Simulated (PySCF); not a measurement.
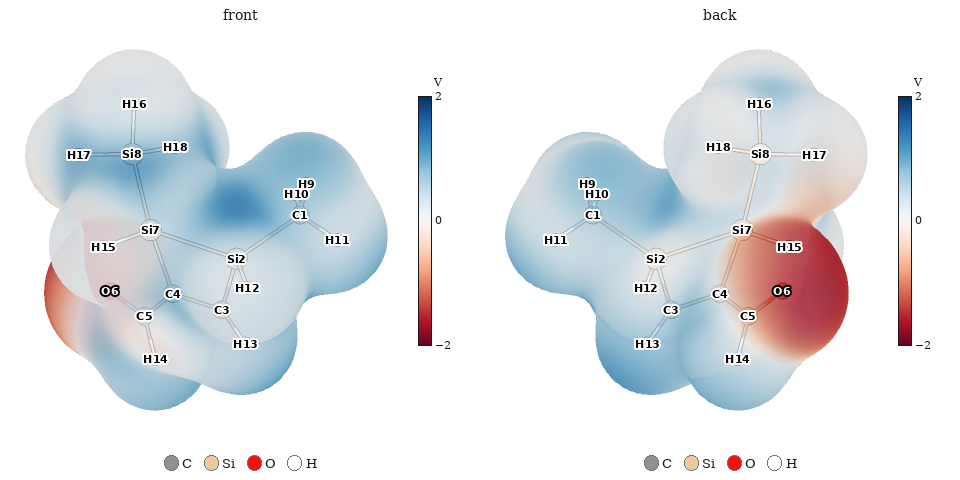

C4H10OSi3. The molecular electrostatic potential painted on the density surface at 0.002 e/bohr³, seen from the front and from behind; red is negative and blue positive.

Geometry: GFN2-xTB.

Method: PBE0/pcSseg-1, SCF density, gas phase, non-relativistic (PySCF 2.14.0).

| atom | x (Å) | y (Å) | z (Å) |
| --- | --- | --- | --- |
| C | -1.9928 | 1.9285 | 0.3215 |
| Si | -1.0706 | 1.0146 | -1.0727 |
| C | -1.2714 | -0.8778 | -0.9302 |
| C | -0.0261 | -1.3295 | -0.6931 |
| C | 0.3657 | -2.6893 | -0.4108 |
| O | 1.3815 | -2.9851 | 0.1796 |
| Si | 1.1199 | 0.2058 | -0.6280 |
| Si | 2.3361 | 0.3663 | 1.3342 |
| H | -1.7955 | 2.9951 | 0.2809 |
| H | -1.6838 | 1.5719 | 1.2994 |
| H | -3.0675 | 1.7922 | 0.2442 |
| H | -1.6190 | 1.5077 | -2.3507 |
| H | -2.1429 | -1.5189 | -0.9614 |
| H | -0.3266 | -3.4790 | -0.7762 |
| H | 1.9708 | 0.1628 | -1.8380 |
| H | 2.8116 | 1.7499 | 1.4815 |
| H | 3.5107 | -0.4992 | 1.4014 |
| H | 1.4912 | 0.0901 | 2.5000 |

**Describe the electrostatic potential map.**

The most negative region (about −1.7 V) lies over O6, the most positive (about +1.3 V) over Si2. O6 is the likeliest acceptor of a hydrogen bond.

**What dipole moment does the calculation give?**

Its dipole moment is 3.16 D.
